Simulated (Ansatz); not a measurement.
The parent structure is MoTe$_{2}$ (space group P6_3/mmc, No. 194; a = 3.4340 Å, c = 13.3294 Å; layered, stacked along the Cartesian z axis). Axes: x lies along a and z along c of the hexagonal cell.

Modification: compressive biaxial strain of 0.60 % in the plane normal to [001], as in epitaxy on a mismatched substrate; the out-of-plane cell vector and the atoms relax.

All numbers come from PBEsol-D3(BJ) (Ansatz, a program for electronic structure, PAW, spin-orbit coupling left out).

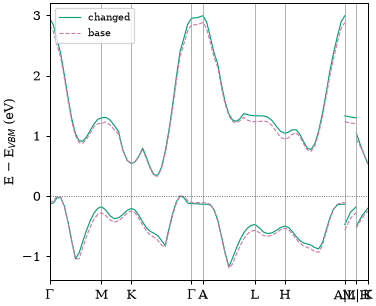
Figure. Highest valence and lowest conduction band along the path, each from its own valence-band maximum

Question: From the figure, how large is the changed gap, and is it direct?

Answer: About 0.3 eV, indirect, K–Γ (81 % along) → K–Γ (44 % along).

With Te present, leaving out spin-orbit coupling can change the band edges. Stability against distortions was not tested.
